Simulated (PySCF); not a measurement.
Geometry relaxation, with input and output: CH$_{7}$Ga$_{2}$NO$_{4}$

The run: geometry relaxation of CH$_{7}$Ga$_{2}$NO$_{4}$. Method and program: PBE0-D3(BJ)/def2-SVP geometry optimisation, gas phase (PySCF 2.14.0).

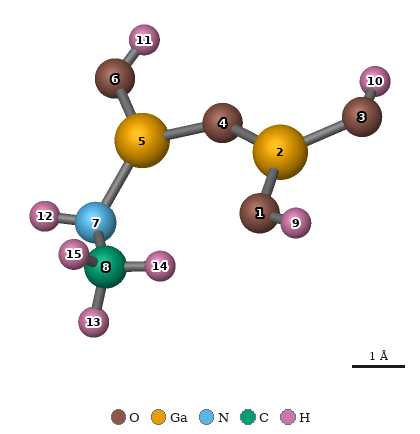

**Figure 1.** The input geometry (ball-and-stick view, seen at a tilt; atoms are numbered from 1 in the order of the input). Sticks mark near contacts. Bond lengths as drawn: C–H 1.08 to 1.13 Å, C–N 1.46 Å, Ga–N 1.84 Å, Ga–O 1.71 to 1.78 Å, H–N 1.01 Å and H–O 0.96 to 0.99 Å.

Summary:

- outcome: converged
- total energy: −4246.114224 hartree
- dipole moment: 1.09 D
- point group: C1
- hardware: 1 CPU thread, shared host
- wall time: 9.5 min
- peak memory: 1.2 GiB

Input:
```
{"job": {"xc": "PBE0", "basis": "def2-SVP", "d3": "d3bj", "grid": 2, "kind": "geom", "shake": 0.01}, "charge": 0, "multiplicity": 1}
O     -0.824619     1.403677     1.969682
Ga     0.518430     0.349538     2.020873
O      1.249758     0.070907     3.565379
O      1.195800    -0.404884     0.600176
Ga     0.900284    -0.760085    -1.122435
O      2.219384    -1.512910    -1.951944
N     -0.739037    -0.538549    -1.934186
C     -1.738633     0.393205    -1.413448
H     -1.071940     1.815986     2.833690
H      2.025989    -0.511046     3.625316
H      3.010453    -1.750433    -1.458822
H     -0.631689    -0.419045    -2.931199
H     -2.772051     0.042049    -1.717180
H     -1.721206     0.391054    -0.310181
H     -1.631846     1.405166    -1.761051
```

The first line tells a small driver script what to run in PySCF; the rest is the geometry in Å.

Launch command:
```bash
OMP_NUM_THREADS=1 python <driver script> task.json out
```

Log:
```
step   0  E = -4246.10248250  max force = 0.039590
step   1  E = -4246.11018645  max force = 0.019577
step   2  E = -4246.11293950  max force = 0.005525
step   3  E = -4246.11346013  max force = 0.003209
step   4  E = -4246.11369424  max force = 0.002464
step   5  E = -4246.11386299  max force = 0.001925
step   6  E = -4246.11395677  max force = 0.001229
step   7  E = -4246.11406424  max force = 0.000881
step   8  E = -4246.11413480  max force = 0.001137
step   9  E = -4246.11416739  max force = 0.000776
step  10  E = -4246.11419578  max force = 0.000572
step  11  E = -4246.11421071  max force = 0.000544
step  12  E = -4246.11421966  max force = 0.000587
step  13  E = -4246.11422357  max force = 0.000347
optimisation converged
```

Trajectory as extended XYZ (Å, eV, eV/Å), 14 frames, from step=0 to step=13:
```
15
Properties=species:S:1:pos:R:3:forces:R:3 step=0 energy=-115542.33373
O    -0.8246    1.4037    1.9697   -2.0358   1.8436   0.9816
Ga    0.5184    0.3495    2.0209    1.0999  -0.9344  -0.7186
O     1.2498    0.0709    3.5654    0.9778  -0.4972   1.3879
O     1.1958   -0.4049    0.6002    0.1344  -0.2180  -0.3903
Ga    0.9003   -0.7601   -1.1224   -1.3428   0.5172   0.7067
O     2.2194   -1.5129   -1.9519    0.9753  -0.6320  -0.8432
N    -0.7390   -0.5385   -1.9342    0.5245   0.5859   0.5104
C    -1.7386    0.3932   -1.4135   -0.8108  -1.7850   0.1108
H    -1.0719    1.8160    2.8337    0.3315  -0.5900  -1.1511
H     2.0260   -0.5111    3.6253   -0.5034   0.3436  -0.1764
H     3.0105   -1.7504   -1.4588   -0.1466   0.1198   0.0759
H    -0.6317   -0.4190   -2.9312   -0.0748  -0.2171  -0.3852
H    -2.7721    0.0420   -1.7172    0.7125   0.3201   0.2584
H    -1.7212    0.3911   -0.3102   -0.0199   0.1536  -0.1259
H    -1.6319    1.4052   -1.7611    0.1782   0.9899  -0.2411
15
Properties=species:S:1:pos:R:3:forces:R:3 step=1 energy=-115542.54337
O    -0.9103    1.3559    1.9186    1.0067  -0.8821  -0.5554
Ga    0.5521    0.2709    2.0139   -0.2937   0.3385   0.4154
O     1.2858    0.0140    3.6517   -0.5250   0.2565  -0.7843
O     1.2680   -0.5009    0.5895   -0.1151   0.1878   0.4910
Ga    0.8750   -0.7683   -1.1235    0.8099  -0.4869  -0.3146
O     2.1944   -1.5835   -2.0676   -0.6368   0.3899   0.4502
N    -0.7050   -0.4235   -1.8886   -0.3197   0.3732  -0.3961
C    -1.7169    0.4846   -1.3871    0.2513   0.1125   0.1414
H    -1.1348    1.6842    2.7844   -0.1795   0.2225   0.5637
H     2.0505   -0.5629    3.5906    0.1829  -0.1384   0.0181
H     2.9240   -1.7590   -1.4649    0.1260  -0.0534  -0.0358
H    -0.6884   -0.4516   -2.9048   -0.0435  -0.1591   0.0568
H    -2.7272    0.1398   -1.6381   -0.2183  -0.1010  -0.0735
H    -1.6653    0.5572   -0.2905   -0.0289   0.0254   0.0133
H    -1.6133    1.5197   -1.7712   -0.0162  -0.0854   0.0097
15
Properties=species:S:1:pos:R:3:forces:R:3 step=2 energy=-115542.61828
O    -0.9377    1.2374    1.8822    0.2841  -0.1453   0.1694
Ga    0.5605    0.2623    2.0127   -0.1941   0.1291   0.1881
O     1.2906    0.0621    3.6303   -0.0498   0.0047  -0.2428
O     1.2957   -0.4957    0.6092    0.0456  -0.0107  -0.0141
Ga    0.8907   -0.7733   -1.1055    0.0013  -0.1345  -0.1859
O     2.1695   -1.6054   -2.0461   -0.1697   0.1385   0.2351
N    -0.7052   -0.4022   -1.8748    0.1518   0.2197  -0.0052
C    -1.7009    0.5273   -1.3791   -0.0074  -0.0750   0.0009
H    -1.2024    1.5723    2.7485   -0.0327  -0.0079  -0.1182
H     2.0846   -0.4833    3.5842   -0.0197   0.0213   0.0566
H     2.9177   -1.7958   -1.4688    0.0256  -0.0286  -0.0866
H    -0.7142   -0.4864   -2.8867   -0.0369  -0.0927   0.0369
H    -2.7228    0.1727   -1.6057    0.0113   0.0140   0.0071
H    -1.6345    0.6392   -0.2862    0.0023  -0.0253  -0.0146
H    -1.6029    1.5454   -1.8017   -0.0118  -0.0071  -0.0269
15
Properties=species:S:1:pos:R:3:forces:R:3 step=3 energy=-115542.63245
O    -0.9375    1.1940    1.8994   -0.0428   0.0508   0.0922
Ga    0.5653    0.2539    2.0265   -0.0195  -0.0164  -0.0255
O     1.3002    0.0803    3.6324    0.0845  -0.0446   0.0288
O     1.3037   -0.4920    0.6180    0.0248  -0.0124  -0.0829
Ga    0.8893   -0.7674   -1.0977   -0.1191  -0.0213   0.0525
O     2.1501   -1.6082   -2.0314    0.0451  -0.0086   0.0308
N    -0.6981   -0.3866   -1.8745    0.1596   0.1650   0.0160
C    -1.6982    0.5443   -1.3972   -0.0571  -0.0783  -0.0238
H    -1.2234    1.5309    2.7571   -0.0185  -0.0076  -0.0911
H     2.1049   -0.4498    3.6031   -0.0313   0.0284   0.0450
H     2.9117   -1.8121   -1.4773   -0.0096  -0.0082  -0.0567
H    -0.7205   -0.5179   -2.8802   -0.0348  -0.0613   0.0075
H    -2.7184    0.1745   -1.6079    0.0126   0.0165   0.0146
H    -1.6261    0.6822   -0.3083    0.0077  -0.0094   0.0088
H    -1.6145    1.5504   -1.8498   -0.0015   0.0072  -0.0164
15
Properties=species:S:1:pos:R:3:forces:R:3 step=4 energy=-115542.63882
O    -0.9480    1.1642    1.8805   -0.1176   0.0787   0.0257
Ga    0.5621    0.2463    2.0304    0.0794  -0.0705  -0.0535
O     1.2924    0.0938    3.6388    0.0479  -0.0169   0.0813
O     1.3144   -0.4937    0.6245    0.0260  -0.0051  -0.0495
Ga    0.8976   -0.7678   -1.0905   -0.1212   0.0087   0.1032
O     2.1382   -1.6126   -2.0412    0.0806  -0.0493  -0.0487
N    -0.6820   -0.3678   -1.8658    0.1050   0.1267  -0.0195
C    -1.6872    0.5568   -1.3911   -0.0528  -0.0646  -0.0035
H    -1.2647    1.5089    2.7225   -0.0076   0.0010  -0.0240
H     2.1050   -0.4235    3.6335   -0.0150   0.0112   0.0060
H     2.9135   -1.8344   -1.5155   -0.0056   0.0001  -0.0122
H    -0.7231   -0.5339   -2.8654   -0.0277  -0.0368   0.0021
H    -2.7065    0.1749   -1.5829    0.0060   0.0025   0.0064
H    -1.6026    0.7085   -0.3047   -0.0010   0.0096  -0.0066
H    -1.6204    1.5567   -1.8605    0.0038   0.0049  -0.0073
15
Properties=species:S:1:pos:R:3:forces:R:3 step=5 energy=-115542.64341
O    -0.9510    1.1416    1.8989   -0.0894   0.0350  -0.0670
Ga    0.5686    0.2372    2.0482    0.0765  -0.0501  -0.0366
O     1.3024    0.0988    3.6576   -0.0125   0.0116   0.0643
O     1.3232   -0.4919    0.6353   -0.0116   0.0236   0.0014
Ga    0.8993   -0.7611   -1.0785   -0.0555  -0.0066   0.0951
O     2.1302   -1.6164   -2.0340    0.0272  -0.0412  -0.0990
N    -0.6641   -0.3404   -1.8708    0.0636   0.0786  -0.0223
C    -1.6906    0.5684   -1.4153   -0.0392  -0.0350   0.0004
H    -1.2880    1.4903    2.7299    0.0193  -0.0038   0.0316
H     2.1216   -0.4061    3.6686    0.0120  -0.0117  -0.0260
H     2.9126   -1.8552   -1.5284   -0.0038   0.0119   0.0406
H    -0.7186   -0.5538   -2.8606   -0.0042  -0.0146   0.0003
H    -2.7017    0.1603   -1.5951    0.0017  -0.0074   0.0040
H    -1.6081    0.7473   -0.3331    0.0122   0.0120   0.0094
H    -1.6472    1.5577   -1.9103    0.0036  -0.0023   0.0037
15
Properties=species:S:1:pos:R:3:forces:R:3 step=6 energy=-115542.64596
O    -0.9585    1.1313    1.8789   -0.0260  -0.0039  -0.0632
Ga    0.5662    0.2336    2.0479    0.0331  -0.0131   0.0029
O     1.2879    0.1025    3.6649   -0.0391   0.0215   0.0273
O     1.3311   -0.4938    0.6401    0.0118   0.0130   0.0251
Ga    0.9077   -0.7597   -1.0729   -0.0062  -0.0298   0.0334
O     2.1270   -1.6206   -2.0422   -0.0054  -0.0179  -0.0585
N    -0.6443   -0.3171   -1.8698    0.0171   0.0571  -0.0451
C    -1.6847    0.5720   -1.4091   -0.0245  -0.0232   0.0196
H    -1.3073    1.4833    2.7033    0.0173   0.0006   0.0497
H     2.1098   -0.3974    3.6846    0.0170  -0.0156  -0.0304
H     2.9098   -1.8712   -1.5434    0.0036   0.0097   0.0434
H    -0.7083   -0.5477   -2.8550    0.0019   0.0000   0.0001
H    -2.6896    0.1459   -1.5814   -0.0046  -0.0072   0.0019
H    -1.5972    0.7541   -0.3275    0.0039   0.0144  -0.0071
H    -1.6611    1.5612   -1.9059    0.0000  -0.0057   0.0010
15
Properties=species:S:1:pos:R:3:forces:R:3 step=7 energy=-115542.64889
O    -0.9658    1.1172    1.8726    0.0330  -0.0342  -0.0330
Ga    0.5664    0.2288    2.0527   -0.0328   0.0295   0.0255
O     1.2788    0.1042    3.6757   -0.0330   0.0132  -0.0138
O     1.3383   -0.4949    0.6475    0.0204   0.0019   0.0296
Ga    0.9135   -0.7542   -1.0656    0.0286  -0.0453  -0.0298
O     2.1251   -1.6284   -2.0373   -0.0300   0.0065  -0.0026
N    -0.6182   -0.2793   -1.8801   -0.0129   0.0285  -0.0353
C    -1.6852    0.5757   -1.4170   -0.0007  -0.0086   0.0274
H    -1.3151    1.4694    2.6972    0.0114   0.0011   0.0365
H     2.1050   -0.3893    3.6947    0.0108  -0.0098  -0.0175
H     2.8996   -1.8904   -1.5309    0.0045   0.0072   0.0269
H    -0.6861   -0.5293   -2.8602    0.0100   0.0140  -0.0025
H    -2.6775    0.1196   -1.5857   -0.0060  -0.0055   0.0034
H    -1.5990    0.7633   -0.3361    0.0018   0.0093  -0.0102
H    -1.6912    1.5643   -1.9151   -0.0053  -0.0077  -0.0046
15
Properties=species:S:1:pos:R:3:forces:R:3 step=8 energy=-115542.65081
O    -0.9799    1.0937    1.8728    0.0452  -0.0316   0.0117
Ga    0.5629    0.2227    2.0567   -0.0584   0.0374   0.0121
O     1.2729    0.1089    3.6816   -0.0038  -0.0031  -0.0285
O     1.3417   -0.4975    0.6536    0.0142  -0.0051   0.0198
Ga    0.9169   -0.7498   -1.0611    0.0320  -0.0374  -0.0495
O     2.1236   -1.6413   -2.0251   -0.0236   0.0127   0.0357
N    -0.5918   -0.2380   -1.8950   -0.0196   0.0024  -0.0153
C    -1.6842    0.5810   -1.4271    0.0098   0.0023   0.0216
H    -1.3221    1.4448    2.7015   -0.0004   0.0012   0.0043
H     2.1059   -0.3742    3.6941   -0.0004   0.0000   0.0029
H     2.8849   -1.9115   -1.5023    0.0041   0.0033  -0.0005
H    -0.6588   -0.4984   -2.8723    0.0119   0.0223  -0.0065
H    -2.6631    0.0953   -1.5931   -0.0044  -0.0017   0.0077
H    -1.5996    0.7721   -0.3468    0.0008   0.0037  -0.0064
H    -1.7207    1.5689   -1.9249   -0.0074  -0.0065  -0.0093
15
Properties=species:S:1:pos:R:3:forces:R:3 step=9 energy=-115542.65169
O    -0.9990    1.0640    1.8777    0.0268  -0.0156   0.0294
Ga    0.5556    0.2153    2.0580   -0.0399   0.0205  -0.0063
O     1.2726    0.1174    3.6804    0.0139  -0.0099  -0.0194
O     1.3401   -0.5018    0.6563   -0.0001  -0.0044   0.0090
Ga    0.9180   -0.7499   -1.0605    0.0156  -0.0178  -0.0361
O     2.1223   -1.6550   -2.0138   -0.0085   0.0065   0.0370
N    -0.5751   -0.2110   -1.9060   -0.0106  -0.0108   0.0009
C    -1.6795    0.5888   -1.4330    0.0103   0.0056   0.0094
H    -1.3357    1.4156    2.7088   -0.0074   0.0010  -0.0131
H     2.1133   -0.3526    3.6879   -0.0060   0.0043   0.0116
H     2.8750   -1.9290   -1.4802    0.0029   0.0017  -0.0138
H    -0.6401   -0.4708   -2.8836    0.0094   0.0235  -0.0066
H    -2.6517    0.0878   -1.5942   -0.0016  -0.0008   0.0092
H    -1.5931    0.7825   -0.3535    0.0008   0.0008  -0.0018
H    -1.7340    1.5753   -1.9318   -0.0055  -0.0046  -0.0092
15
Properties=species:S:1:pos:R:3:forces:R:3 step=10 energy=-115542.65247
O    -1.0324    1.0117    1.8888   -0.0029   0.0044   0.0294
Ga    0.5417    0.2010    2.0593    0.0012  -0.0046  -0.0180
O     1.2758    0.1333    3.6751    0.0223  -0.0088  -0.0010
O     1.3338   -0.5108    0.6587   -0.0202  -0.0020  -0.0060
Ga    0.9183   -0.7533   -1.0617   -0.0018   0.0076  -0.0042
O     2.1190   -1.6758   -2.0007    0.0078  -0.0038   0.0200
N    -0.5552   -0.1787   -1.9189    0.0007  -0.0194   0.0119
C    -1.6689    0.6038   -1.4386    0.0039   0.0067  -0.0053
H    -1.3644    1.3665    2.7207   -0.0102  -0.0009  -0.0218
H     2.1290   -0.3137    3.6773   -0.0081   0.0046   0.0127
H     2.8635   -1.9541   -1.4576    0.0013   0.0006  -0.0190
H    -0.6169   -0.4303   -2.8988    0.0061   0.0186  -0.0053
H    -2.6354    0.0885   -1.5909    0.0013  -0.0001   0.0084
H    -1.5780    0.8009   -0.3603    0.0007  -0.0010   0.0033
H    -1.7415    1.5874   -1.9401   -0.0021  -0.0019  -0.0051
15
Properties=species:S:1:pos:R:3:forces:R:3 step=11 energy=-115542.65287
O    -1.0561    0.9732    1.8971   -0.0155   0.0100   0.0137
Ga    0.5309    0.1883    2.0600    0.0280  -0.0129  -0.0108
O     1.2795    0.1444    3.6700    0.0128  -0.0015   0.0069
O     1.3262   -0.5206    0.6596   -0.0273  -0.0033  -0.0124
Ga    0.9179   -0.7575   -1.0637   -0.0075   0.0186   0.0144
O     2.1160   -1.6885   -1.9965    0.0101  -0.0067   0.0028
N    -0.5442   -0.1604   -1.9252    0.0048  -0.0155   0.0116
C    -1.6601    0.6152   -1.4387   -0.0011   0.0021  -0.0099
H    -1.3877    1.3324    2.7270   -0.0073  -0.0020  -0.0140
H     2.1407   -0.2868    3.6703   -0.0047   0.0008   0.0064
H     2.8585   -1.9698   -1.4524    0.0005   0.0005  -0.0129
H    -0.6021   -0.3985   -2.9087    0.0033   0.0105  -0.0025
H    -2.6251    0.0954   -1.5858    0.0019  -0.0004   0.0040
H    -1.5656    0.8116   -0.3606    0.0016   0.0000   0.0035
H    -1.7403    1.5982   -1.9401    0.0004  -0.0001  -0.0006
15
Properties=species:S:1:pos:R:3:forces:R:3 step=12 energy=-115542.65312
O    -1.0664    0.9549    1.9021   -0.0117   0.0044  -0.0026
Ga    0.5257    0.1797    2.0612    0.0302  -0.0073   0.0030
O     1.2832    0.1481    3.6677   -0.0006   0.0042   0.0054
O     1.3190   -0.5296    0.6601   -0.0220  -0.0069  -0.0096
Ga    0.9170   -0.7603   -1.0653   -0.0019   0.0158   0.0164
O     2.1138   -1.6920   -1.9989    0.0038  -0.0031  -0.0062
N    -0.5403   -0.1525   -1.9271    0.0024  -0.0067   0.0031
C    -1.6559    0.6209   -1.4366   -0.0038  -0.0022  -0.0057
H    -1.3998    1.3176    2.7295   -0.0020  -0.0022  -0.0019
H     2.1468   -0.2778    3.6683   -0.0004  -0.0028  -0.0005
H     2.8579   -1.9753   -1.4585    0.0006   0.0009  -0.0036
H    -0.5937   -0.3769   -2.9140    0.0019   0.0027  -0.0005
H    -2.6211    0.1011   -1.5834    0.0011   0.0000  -0.0004
H    -1.5604    0.8133   -0.3578    0.0018   0.0022   0.0013
H    -1.7371    1.6053   -1.9349    0.0008   0.0011   0.0020
15
Properties=species:S:1:pos:R:3:forces:R:3 step=13 energy=-115542.65322
O    -1.0694    0.9457    1.9060   -0.0026  -0.0023  -0.0115
Ga    0.5247    0.1732    2.0638    0.0178   0.0008   0.0109
O     1.2871    0.1474    3.6682   -0.0079   0.0061   0.0011
O     1.3130   -0.5381    0.6612   -0.0111  -0.0104  -0.0036
Ga    0.9155   -0.7611   -1.0657    0.0050   0.0091   0.0100
O     2.1114   -1.6904   -2.0033   -0.0020   0.0015  -0.0081
N    -0.5386   -0.1469   -1.9277   -0.0026   0.0011  -0.0037
C    -1.6551    0.6241   -1.4355   -0.0030  -0.0028   0.0000
H    -1.4043    1.3104    2.7316    0.0014  -0.0015   0.0064
H     2.1506   -0.2786    3.6692    0.0019  -0.0040  -0.0038
H     2.8576   -1.9757   -1.4670    0.0007   0.0010   0.0029
H    -0.5874   -0.3609   -2.9172    0.0007  -0.0024   0.0000
H    -2.6199    0.1046   -1.5850    0.0000   0.0005  -0.0025
H    -1.5607    0.8125   -0.3558    0.0014   0.0019  -0.0004
H    -1.7360    1.6103   -1.9302    0.0002   0.0016   0.0021
```

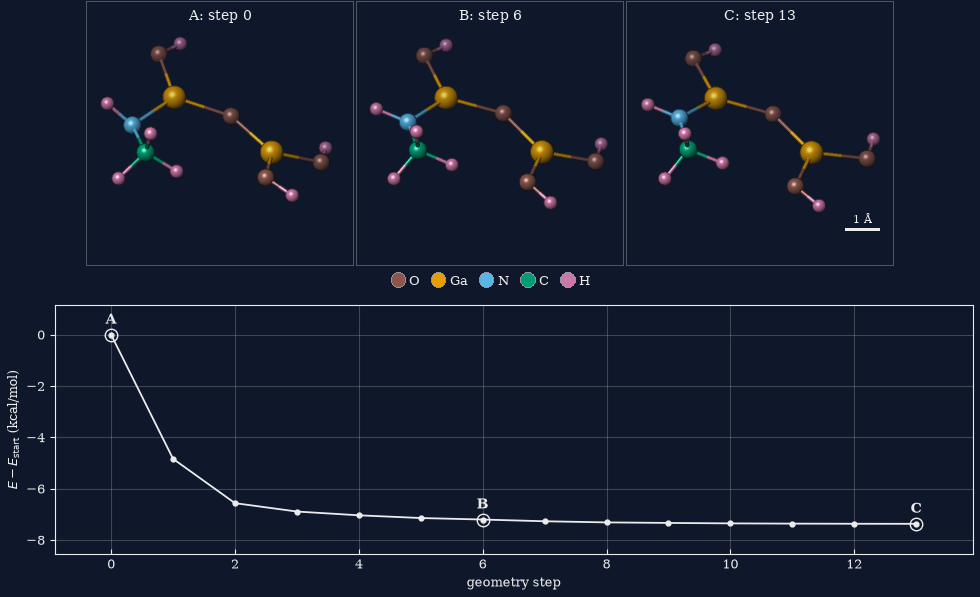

**Figure 2.** Frames of the relaxation (ball-and-stick view, seen at a tilt) above the curves, on which the letters mark them (steps are counted from 0).

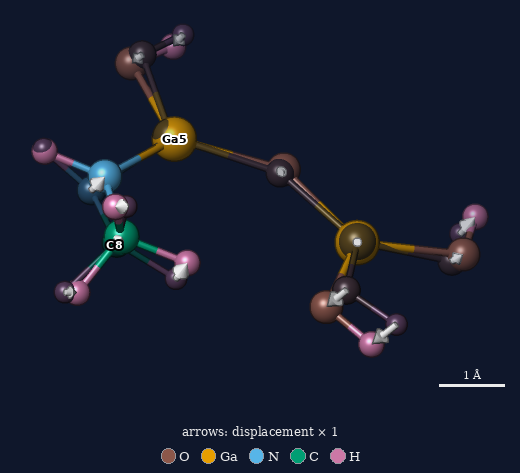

**Figure 3.** Start (faint) and end (solid) with the displacements as white arrows, at true length (ball-and-stick view, seen at a tilt). The two geometries are laid on each other by the best rigid fit. The largest move after the best rigid fit is that of H9, 0.55 Å. By element the largest moves are H 0.55 Å, O 0.48 Å, N 0.37 Å, C 0.17 Å, Ga 0.12 Å. Among the contacts that change: O1–Ga2 1.708 → 1.778 Å, Ga2–O3 1.731 → 1.777 Å, Ga5–N7 1.843 → 1.798 Å, C8–H15 1.075 → 1.106 Å. Among the angles that change: Ga5–N7–C8 121.9° → 130.1°, Ga2–O4–Ga5 143.9° → 136.2°, Ga5–O6–H11 119.2° → 112.5°. The energy falls by 7.37 kcal/mol in 13 geometry steps. The largest force component goes from 2 to 0.018 eV/Å. (Atoms are counted from 1 in the order of the input.)
